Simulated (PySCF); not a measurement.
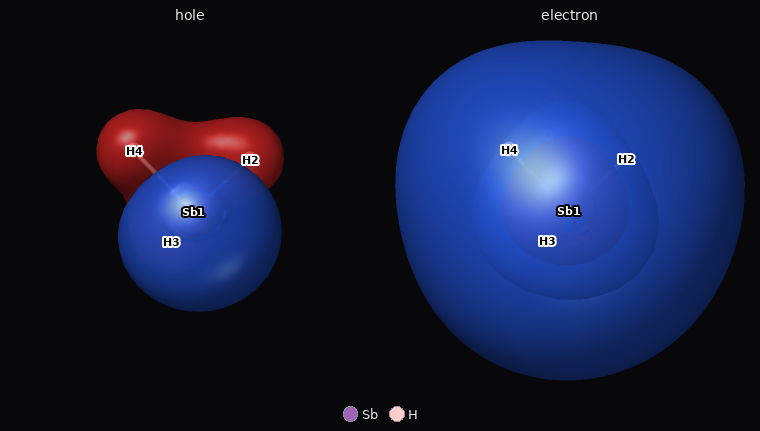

H$_{3}$Sb, SMILES `[SbH3]`. Leading natural transition orbital pair of S₃ (TDA singlet states); the surfaces enclose about 78 % of each orbital's density.

Level of theory: PBE0/def2-SVPD (PySCF), at a geometry from GFN2-xTB. Core potentials replace the inner electrons of Sb; spin–orbit coupling isn't included. No frequency check shows the geometry to be a minimum. GFN2-xTB bond lengths at metals and heavier atoms can be off by up to 0.1 Å and shapes distorted, which carries into these values.

Input script:

```python
import numpy as np
from pyscf import gto, scf, dft, tdscf
from pyscf.scf import atom_ks, atom_hf
from scipy.linalg import block_diag

def solve(mol, dm0=None, hcore=None):
    mf = (dft.UKS if mol.spin else dft.RKS)(mol, xc='pbe0')
    mf.grids.level = 3
    mf = mf.density_fit(auxbasis='def2-universal-jkfit')
    mf.conv_tol, mf.max_cycle = 1e-8, 80
    if hcore is not None:
        mf.get_hcore = lambda *args: hcore
    mf.kernel(dm0)
    if not mf.converged:
        mf = mf.newton().run(mf.mo_coeff, mf.mo_occ, max_cycle=30)
    assert mf.converged, 'SCF not converged'
    return mf

mol = gto.M(atom='''
Sb     0.04032     0.03509     0.01323
H      0.23795    -1.47300    -0.70938
H     -1.06194    -0.65811     1.08102
H     -1.23219     0.34129    -1.04656
''', basis='def2-svpd', ecp={'Sb': 'def2-svpd'}, charge=0, spin=0, verbose=4)
mf = solve(mol)
td = mf.TDA()
td.nstates, td.singlet, td.conv_tol = 4, True, 1e-5
td.kernel()
td.analyze()
x, y = np.array([p[0] for p in td.xy]), np.array([p[1] + 0 * p[0] for p in td.xy])
f, mu = td.oscillator_strength(), td.transition_dipole()
nto = [td.get_nto(state=i + 1, verbose=4) for i in range(len(td.e))]
# spherically averaged free atoms, for the promolecule
atom_ks.AtomSphAverageRKS.init_guess_by_vsap = lambda self, mol=None: self.init_guess_by_minao(mol)  # core potentials
atm = atom_ks.get_atm_nrks(mol, xc='pbe0')
pro = block_diag(*[(atm[a[0]][2] * atm[a[0]][3]) @ atm[a[0]][2].T for a in mol._atom])
np.savez('result.npz', e=td.e, f=f, ok=td.converged, w=[n[0] for n in nto], nto=[n[1] for n in nto], x=x, y=y, c=mf.mo_coeff, occ=mf.mo_occ, eps=mf.mo_energy, pro=pro, mu=mu)
```

Run with:

```sh
OMP_NUM_THREADS=1 python input.py
```

The run took 20 s on 1 thread of Arm Neoverse N1, with other jobs on the host, peak memory 0.29 GiB.

Q: Give its energy and the atoms that hole and electron lie on.

A: 6.64 eV (187 nm), f = 0.186 (bright), diffuse (Rydberg-like) orbital; the leading pair carries 99 %; hole on Sb1 (77 %) and H2, H3 and H4 (8 % each), electron on Sb1 (65 %) and H2, H3 and H4 (12 % each) (atom shares of so diffuse an orbital are rough); their centroids lie 0.3 Å apart; S₁ and S₂ lie within 0.1 eV of it. In canonical orbitals it is mainly HOMO → LUMO+2 (99 %). The HOMO–LUMO gap is 7.52 eV.
